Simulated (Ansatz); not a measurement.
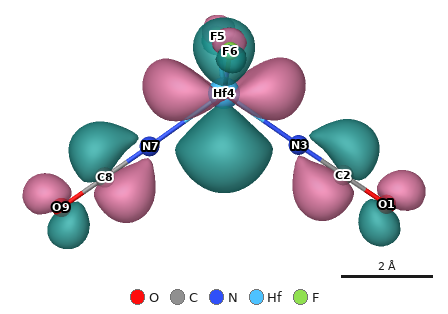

Figure. C$_{2}$F$_{2}$HfN$_{2}$O$_{2}$. One frontier orbital at ±0.1 Å⁻³ᐟ² (teal and pink are the two phases), seen across its widest extent.

Geometry: PBE0-D4/def2-TZVP; core potentials replace the inner electrons of Hf.

Theory: RKS PBE0-D4/def2-TZVPP (Ansatz 0.2.0).

```xyz
9

O     3.8261   -0.7979   -0.1538
C     2.7401   -0.4061   -0.2762
N     1.6137   -0.0010   -0.4018
Hf   -0.2700    0.6980   -0.6335
F    -0.8412    0.4064   -2.4171
F    -0.3062    2.5586   -0.2742
N    -1.5110   -0.2633    0.6417
C    -2.2635   -0.8257    1.3942
O    -2.9879   -1.3691    2.1207
```

Q: Which orbital is it: HOMO or LUMO?

A: The LUMO, at −1.78 eV. By Hirshfeld shares it lies mainly on Hf4 (about 55 %), C2 (about 10 %), C8 (about 10 %), N3 (about 5 %) and N7 (about 5 %).
